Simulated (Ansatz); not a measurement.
Start from BN in the zinc blende structure (space group F-43m, No. 216; a = 3.6097 Å). Axes: x, y, z lie along the cube axes.

It is then changed as follows: uniaxial strain ε_zz = +2.00 %, all other strain components held at zero, atoms relaxed at fixed cell.

The values are results of r2SCAN (Ansatz, a first-principles code), spin-orbit coupling left out, not measurements.

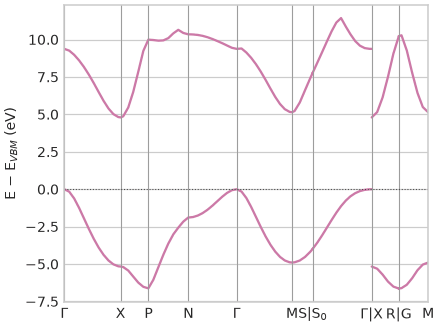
*Highest valence and lowest conduction band along the path of the changed cell's own zone*

Q: From the figure, how large is the changed gap, and is it direct?

A: About 4.8 eV, indirect, Γ → X.

No phonon test of stability was made. Labels are those of the standard path for the cell's own space group.
